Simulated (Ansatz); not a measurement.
# TiC (model cell, started as NiAs type): relaxing the cell for a phonon run

Task: relax TiC (model cell, started as NiAs type) tightly.

Program: Ansatz 0.2.0. Level of theory: DFT PBEsol, scalar-relativistic, plane waves, PAW. Results are calculated unless marked as measured.

The structure was built from a prototype and need not be the compound's stable phase.

## (1) The starting structure

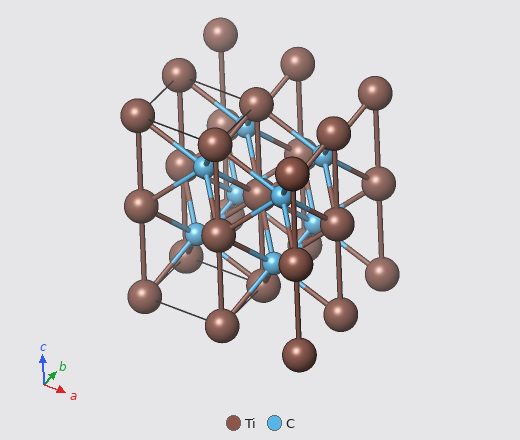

The cell as given, slightly off an axis (titanium brown, carbon blue). 2×2×1 cells are drawn. Some periodic images of atoms are drawn too.

## (2) A coarse first look

First a cheap look: the gap decides the mesh and the occupations, the pressure tells how far the cell has to move.

input.yaml reads:

```yaml
crystal:
  lattice:
    - [2.88761, 0.0, 0.0]
    - [-1.44381, 2.50075, 0.0]
    - [0.0, 0.0, 4.62018]
  atoms:
    - { symbol: Ti, position: [0.0, 0.0, 0.0] }
    - { symbol: Ti, position: [0.0, 0.0, 0.5] }
    - { symbol: C, position: [0.333333, 0.666667, 0.25] }
    - { symbol: C, position: [0.666667, 0.333333, 0.75] }
kpoints:
  mp_grid: { grid: [9, 9, 4] }
hamiltonian:
  xc: pbesol
scf:
  occupations: { method: gaussian, width: 0.1 }
output:
  forces: true
  stress: true
  eigenvalues: true
```

Command:

```sh
$ ansatz run input.yaml --threads 4 --pin off --max-ram 7168MiB --backend cpu --events-out ev --progress --plain --runs-dir out
```

Numbers of over 12 decimals in the logs are rounded to 6 here.

The program printed:

```text
[...]
--- Band table (eV; the first three rows and the last of 36) ---
  k-point 0: bands = [... 12 lower, 14.3720, 16.2652, 18.7615, 18.7615, 19.7056, 19.7056, 20.2130, 20.2130]
  k-point 1: bands = [... 12 lower, 14.7828, 16.4010, 17.7570, 17.7570, 19.1604, 19.1604, 20.3957, 21.2789]
  k-point 2: bands = [... 12 lower, 15.9594, 15.9594, 15.9594, 15.9594, 20.2284, 20.2284, 20.2284, 20.2284]
  k-point 35: bands = [... 12 lower, 15.3315, 15.3315, 16.3782, 16.3782, 19.9676, 19.9676, 21.2889, 21.2889]
[key lines of the parts left out:]
SCF converged after 6 iterations
Free energy (F): -5440.278202 eV
Fermi energy:    17.724000 eV
P = ⅓ Tr σ = 91.6867 GPa (916.867 kbar)
```

Elapsed: 0.48 s, on 4 threads of Arm Neoverse V2, shared host; peak memory 0.31 GiB; 1.4 s of CPU time.

This step gave:

```
pressure          : 91.69 GPa
volume per atom   : 8.341 Å³
gap on the k-mesh : 0 eV
```

The coarse mesh shows no gap and a pressure of 91.7 GPa.

## (3) Coarse relaxation

A rough relaxation comes first, because large forces or stress need no tight tolerances yet.

input.yaml, as its differences from that of step 2:

```diff
@@ -20 +20,6 @@
   eigenvalues: true
+relax:
+  adjacent_minimum: "off"
+  f_tol: 0.05
+  max_steps: 80
+  cell: { stress_tol: 0.5 }
```

The program printed:

```text
[...]
Crystal: 4 atoms, lattice volume = 33.363 Å³
Basis set: ecut = 420 eV, 639 PW (Γ), exchange–correlation on 40×40×64 points (8 copies of the dense FFT grid, shifted against one another)
Bands: 20, of which v1, the nominal top of the filled ones, is band 16 counted from 1 (15 counted from 0)
Symmetry: 24 space group operations
[...]
F+E_penalty+E_count = -5442.97203681 eV   max|allowed force component| = 1.850e-16 eV/Å   (the final SCF, on the basis selected at the relaxed cell)
  cell:  # Å, volume = 41.9417 Å³
    - [3.010631, 3.009732133207926e-6, 0.0]
    - [-1.505318, 2.607282, 0.0]
    - [0.0, 0.0, 5.343187]
  atoms:
    - { symbol: Ti, position: [0, 0, 0] }
    - { symbol: Ti, position: [0, 0, 0.500000] }
    - { symbol: C, position: [0.333333, 0.666667, 0.250000] }
    - { symbol: C, position: [0.666667, 0.333333, 0.750000] }
[key lines of the parts left out:]
SCF converged after 7 iterations
Free energy (F): -5442.972037 eV
Fermi energy:    13.779264 eV
P = ⅓ Tr σ = 0.1732 GPa (1.732 kbar)
```

Elapsed: 4.3 s, on 4 threads; peak memory 0.34 GiB; 15 s of CPU time.

The steps of the relaxation:

| step | energy less that of the first step (eV) | largest force component (eV/Å) | pressure (GPa) | volume (Å³) |
| --- | --- | --- | --- | --- |
| 1 | 0.0000 | 0.0000 | 91.69 | 33.36 |
| 2 | -1.5498 | 0.0000 | 51.64 | 36.21 |
| 3 | -2.3597 | 0.0000 | 22.89 | 38.87 |
| 4 | -2.6153 | 0.0000 | 3.59 | 41.14 |
| 5 | -2.6184 | 0.0000 | -0.81 | 41.83 |
| 6 | -2.6210 | 0.0000 | -0.04 | 41.65 |
| 7* | -2.6907 | 0.0000 | 2.06 | 41.65 |
| 8 | -2.6934 | 0.0000 | 0.18 | 41.94 |
| 9* | -2.6938 | 0.0000 | 0.17 | 41.94 |

Relaxation steps marked * repeat the geometry before them on a plane-wave basis chosen anew for their cell, so energy and pressure can jump there.

The run keeps the 24 symmetry operations that it works with, so distortions that break them were not tested.

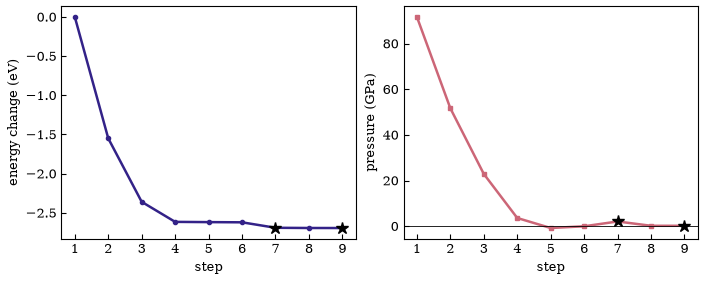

Energy and pressure along the relaxation. Stars mark steps on a basis chosen anew.

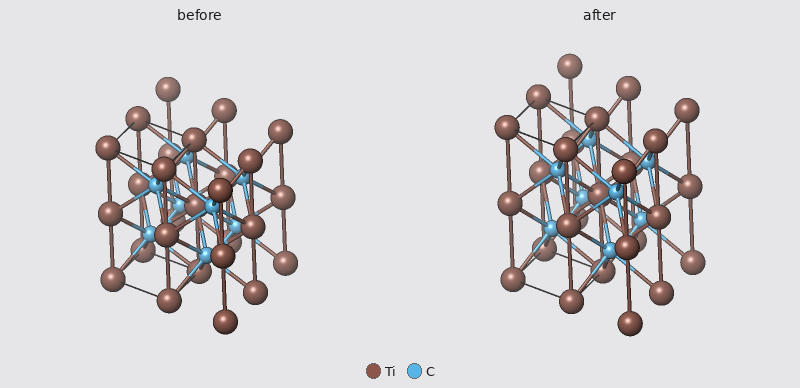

The structure before and after the relaxation, drawn at the same scale.

| cell as run | before | after | change |
| --- | --- | --- | --- |
| a (Å) | 2.888 | 3.011 | +4.3 % |
| b (Å) | 2.888 | 3.011 | +4.3 % |
| c (Å) | 4.620 | 5.343 | +15.6 % |
| volume (Å³/atom) | 8.34 | 10.49 | +25.7 % |

Final coordinates:

```xyz
4
Lattice="3.0106 0.0000 0.0000 -1.5053 2.6073 0.0000 0.0000 0.0000 5.3432" Properties=species:S:1:pos:R:3 pbc="T T T"
Ti    0.0000    0.0000    0.0000
Ti    0.0000    0.0000    2.6716
C     0.0000    1.7382    1.3358
C     1.5053    0.8691    4.0074
```

This step gave:

| Item | Value |
| --- | --- |
| pressure | 0.1732 GPa |
| volume per atom | 10.49 Å³ |

In this step the volume went from 8.34 to 10.49 Å³/atom.

## (4) Relaxation

The cell and atoms are relaxed, since residual forces and stress would shift the frequencies.

input.yaml reads:

```yaml
crystal:
  lattice:
    - [3.0106312102, 3.0097e-06, 0.0]
    - [-1.5053182116, 2.6072816046, 0.0]
    - [0.0, 0.0, 5.3431871817]
  atoms:
    - { symbol: Ti, position: [0.0, 0.0, 0.0] }
    - { symbol: Ti, position: [0.0, 0.0, 0.5] }
    - { symbol: C, position: [0.3333333333, 0.6666666667, 0.25] }
    - { symbol: C, position: [0.6666666667, 0.3333333333, 0.75] }
kpoints:
  mp_grid: { grid: [15, 15, 8] }
hamiltonian:
  xc: pbesol
scf:
  occupations: { method: gaussian, width: 0.1 }
output:
  forces: true
  stress: true
  eigenvalues: true
  write_density: true
  write_potential: true
  elf: true
  volumetric_format: npy
relax:
  adjacent_minimum: "off"
  f_tol: 0.005
  max_steps: 80
  cell: { stress_tol: 0.05 }
```

The program printed:

```text
[...]
Crystal: 4 atoms, lattice volume = 41.942 Å³
Basis set: ecut = 420 eV, 809 PW (Γ), exchange–correlation on 48×48×72 points (8 copies of the dense FFT grid, shifted against one another)
Bands: 20, of which v1, the nominal top of the filled ones, is band 16 counted from 1 (15 counted from 0)
[... 1 set-up line as in the run before ...]
[...]
k-points: 135 of 1800
[...]
SCF iter   1: F=—  HF=-5442.995093 eV  |F-HF|=—  |Δ(HF+E_count)|=         —  Δρ=1.17e-2  dr2=5.88e-2  ethr=1.77e-3  ⟨swp⟩=4.7  Hψ=10291  notcnv=0
[...]
SCF iter   6: F=-5442.980514 eV  HF=-5442.980514 eV  |F-HF|=3.27e-8  |Δ(HF+E_count)|=   1.39e-7  Δρ=9.66e-6  dr2=4.97e-8  ethr=3.13e-10  ⟨swp⟩=8.1  Hψ=16649  notcnv=0
SCF 1 converged in 6 iterations: F = -5442.980514 eV  dr2 = 4.97e-8
[...]
relax step   1: F+E_penalty+E_count = -5442.98051360 eV  Δ(F+E_penalty+E_count) = +0.000e0 eV  max|allowed force component| = 5.921e-16 eV/Å  Δτ_max = 0.0000 Å  P = +0.077 GPa  Ω = 41.942 Å³  (6 SCF iters, dr2 threshold 1.00e-7 eV, accepted)
Crystal: 4 atoms, lattice volume = 41.969 Å³
Basis set: ecut = 420 eV, 821 PW (Γ), exchange–correlation on 48×48×72 points (8 copies of the dense FFT grid, shifted against one another)
[...]
SCF iter   6: F=-5442.980451 eV  HF=-5442.980451 eV  |F-HF|=4.55e-12  |Δ(HF+E_count)|=  2.91e-11  Δρ=2.33e-7  dr2=2.07e-11  ethr=1.00e-12  ⟨swp⟩=3.3  Hψ=11433  notcnv=0
SCF 2 converged in 6 iterations: F = -5442.980451 eV  dr2 = 2.07e-11
relax step   2: F+E_penalty+E_count = -5442.98045097 eV  Δ(F+E_penalty+E_count) = +6.263e-5 eV  max|allowed force component| = 1.850e-16 eV/Å  Δτ_max = 0.0000 Å  P = -0.014 GPa  Ω = 41.969 Å³  energy of the carried Pulay correction = -4.373e-5 eV  (6 SCF iters, dr2 threshold 1.20e-7 eV, rejected (line search))
Crystal: 4 atoms, lattice volume = 41.957 Å³
[...]
SCF iter   6: F=-5442.980525 eV  HF=-5442.980525 eV  |F-HF|=2.73e-12  |Δ(HF+E_count)|=  1.18e-11  Δρ=1.02e-7  dr2=3.83e-12  ethr=1.00e-12  ⟨swp⟩=5.0  Hψ=10443  notcnv=0
SCF 3 converged in 6 iterations: F = -5442.980525 eV  dr2 = 3.83e-12
relax step   3: F+E_penalty+E_count = -5442.98052525 eV  Δ(F+E_penalty+E_count) = -1.165e-5 eV  max|allowed force component| = 2.035e-16 eV/Å  Δτ_max = 0.0000 Å  P = +0.017 GPa  Ω = 41.957 Å³  energy of the carried Pulay correction = -2.464e-5 eV  (6 SCF iters, accepted)
[...]
SCF iter   8: F=-5442.980550 eV  HF=-5442.980550 eV  |F-HF|=1.82e-12  |Δ(HF+E_count)|=  9.09e-13  Δρ=3.59e-10  dr2=5.57e-17  ethr=1.00e-12  ⟨swp⟩=1.2  Hψ=6011  notcnv=0
SCF 4 converged in 8 iterations: F = -5442.980550 eV  dr2 = 5.57e-17
relax step   4: F+E_penalty+E_count = -5442.98054973 eV  Δ(F+E_penalty+E_count) = -2.448e-5 eV  max|allowed force component| = 3.516e-16 eV/Å  Δτ_max = 0.0000 Å  P = +0.018 GPa  Ω = 41.957 Å³  stress off target by 2.13e-2 GPa  SCF on the basis re-selected at this cell (its energy is not comparable with the rows above)  (8 SCF iters)
[...]
SCF converged after 8 iterations
Free energy (F): -5442.980550 eV
[...]
Internal energy: -5442.976516 eV  (E = F + TS)
E sigma→0 (E₀):  -5442.978533 eV
Entropy (-TS):   -0.004034 eV (-1.008 meV/atom)
Fermi energy:    13.891120 eV
[...]
--- Stress (GPa, compression-positive) ---
        0.015698       0.000000       0.000000
        0.000000       0.015698       0.000000
        0.000000       0.000000       0.021325
  P = ⅓ Tr σ = 0.0176 GPa (0.176 kbar)
--- Band table (eV; the first three rows and the last of 135) ---
  k-point 0: bands = [... 12 lower, 11.7008, 12.7752, 15.0931, 15.0931, 15.1000, 15.1000, 15.2400, 16.0513]
  k-point 1: bands = [... 12 lower, 11.7704, 12.6822, 14.6779, 14.6779, 15.1453, 15.1453, 15.2765, 16.2946]
  k-point 2: bands = [... 12 lower, 11.9772, 12.3616, 13.9980, 13.9980, 15.2973, 15.2973, 15.4561, 16.3417]
  k-point 134: bands = [... 12 lower, 11.4111, 11.4111, 11.6849, 11.6849, 15.2917, 15.2917, 16.9608, 16.9608]
--- Relaxed structure (3 steps of the walk, 2 accepted, 1 SCFs on fresh bases) ---
[...]
cell:  # Å, volume = 41.9572 Å³
    - [3.011878, 3.010960138292667e-6, 0.0]
    - [-1.505942, 2.608362, 0.0]
    - [0.0, 0.0, 5.340732]
  atoms:
    - { symbol: Ti, position: [0, 0, 0.0] }
    - { symbol: Ti, position: [0, 0, 0.500000] }
    - { symbol: C, position: [0.333333, 0.666667, 0.250000] }
    - { symbol: C, position: [0.666667, 0.333333, 0.75] }
```

Elapsed: 6.4 s, on 4 threads; peak memory 0.42 GiB; 24 s of CPU time.

Little changed from the start: no atom moved by 0.005 Å and no cell edge by 0.1 %.

Numbers from this step:

```yaml
pressure: 0.01757 GPa
```

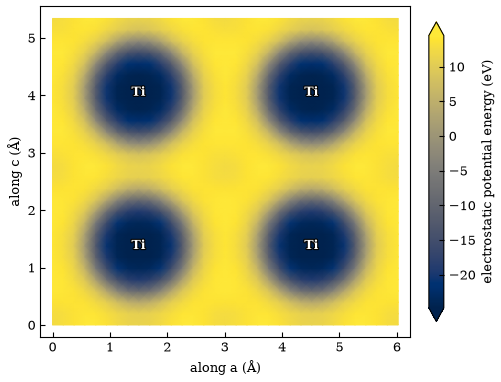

Electrostatic potential energy in the ac plane at fractional y = 1.000, with atoms of Ti within 0.2 Å of it. With pseudopotentials it is smooth inside the atoms' cores, unlike the true potential. The map starts off the cell's origin, so that atoms lie inside it.

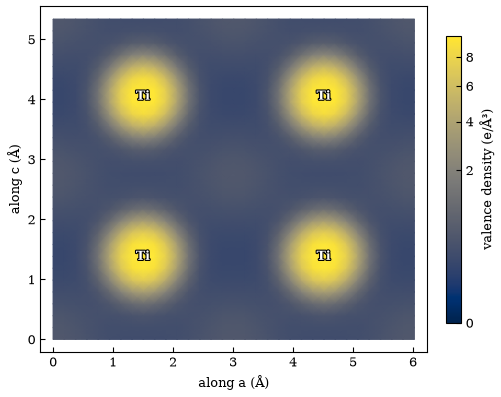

Valence density in the ac plane at fractional y = 1.000, with atoms of Ti within 0.2 Å of it. It is the smooth field of the valence electrons, not physical close to the nuclei. The map starts off the cell's origin, so that atoms lie inside it. The colour scale is stretched toward low values.

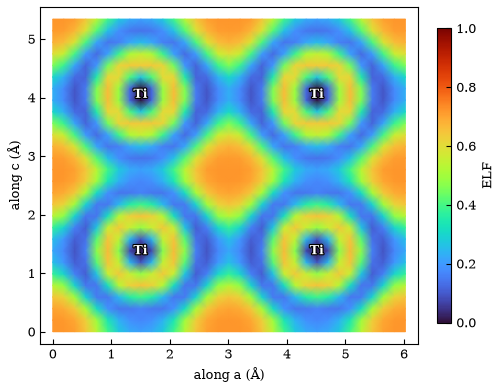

ELF in the ac plane at fractional y = 1.000, with atoms of Ti within 0.2 Å of it. It is the smooth field of the valence electrons, not physical close to the nuclei. The map starts off the cell's origin, so that atoms lie inside it.

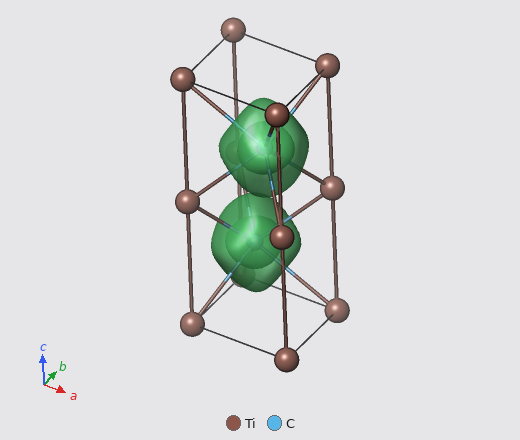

Surface of ELF = 0.74.

In this step the volume went from 10.49 to 10.49 Å³/atom.

## (5) Relaxing to small forces for the phonons

Phonons need a cell at rest on their own settings, so the relaxation is repeated with tight tolerances on forces and stress on the k mesh and occupations of the first response run.

input.yaml reads:

```yaml
crystal:
  lattice:
    - [3.0118782521, 3.011e-06, 0.0]
    - [-1.5059417336, 2.6083615739, 0.0]
    - [0.0, 0.0, 5.340732012]
  atoms:
    - { symbol: Ti, position: [0.0, 0.0, 0.0] }
    - { symbol: Ti, position: [0.0, 0.0, 0.5] }
    - { symbol: C, position: [0.3333333333, 0.6666666667, 0.25] }
    - { symbol: C, position: [0.6666666667, 0.3333333333, 0.75] }
kpoints:
  mp_grid: { grid: [15, 15, 8] }
hamiltonian:
  xc: pbesol
scf:
  occupations: { method: methfessel_paxton, width: 0.15 }
output:
  forces: true
  stress: true
  eigenvalues: true
relax:
  adjacent_minimum: "off"
  f_tol: 0.001
  max_steps: 60
  cell: { stress_tol: 0.01 }
```

The program printed:

```text
[...]
Crystal: 4 atoms, lattice volume = 41.957 Å³
Basis set: ecut = 420 eV, 809 PW (Γ), exchange–correlation on 48×48×72 points (8 copies of the dense FFT grid, shifted against one another)
Bands: 20, of which v1, the nominal top of the filled ones, is band 16 counted from 1 (15 counted from 0)
[... 1 set-up line as in the run before ...]
[...]
k-points: 135 of 1800
[...]
--- Relaxed structure (3 steps of the walk, 2 accepted, 1 SCFs on fresh bases) ---
[...]
cell:  # Å, volume = 41.9585 Å³
    - [3.011986, 3.011077738143996e-6, 0.0]
    - [-1.505996, 2.608455, 0.0]
    - [0.0, 0.0, 5.340519]
  atoms:
    - { symbol: Ti, position: [0, 0, 0.0] }
    - { symbol: Ti, position: [0, 0, 0.500000] }
    - { symbol: C, position: [0.333333, 0.666667, 0.250000] }
    - { symbol: C, position: [0.666667, 0.333333, 0.75] }
[key lines of the parts left out:]
SCF converged after 4 iterations
Free energy (F): -5442.978348 eV
Fermi energy:    13.898280 eV
P = ⅓ Tr σ = 0.0020 GPa (0.020 kbar)
```

Wall time 5.7 s (4 threads); peak memory 0.42 GiB; 21 s of CPU time.

Little changed from the start: no atom moved by 0.005 Å and no cell edge by 0.1 %.

Numbers from this step:

```
pressure : 0.001995 GPa
```

The forces vanish by symmetry and the pressure is 0.002 GPa, within the tolerances set. The cell now holds 10.49 Å³/atom.

## (6) Results

```
space group after relaxation (within 0.01 Å) : P6_3/mmc
lattice constant a                           : 3.012 Å
lattice constant b                           : 3.012 Å
lattice constant c                           : 5.341 Å
volume per atom                              : 10.5 Å³
```

What this shows: The forces vanish by symmetry and the pressure is 0.002 GPa, within the tolerances set. The cell now holds 10.49 Å³/atom. The relaxation keeps the symmetry of its start, so it says nothing on stability against lower symmetry. The starting cell was built on a prototype and not taken from a measurement, so the phase need not exist.

[Logs are printed without paths, hosts, clocks, repeated set-up lines and the standing remarks that a program may print on its own settings, such as how far it seeks lower states.]

[Hosts, paths, dates, database ids (printed as entryN), source tags and the programs' standing remarks are cut or masked in the printed files.]
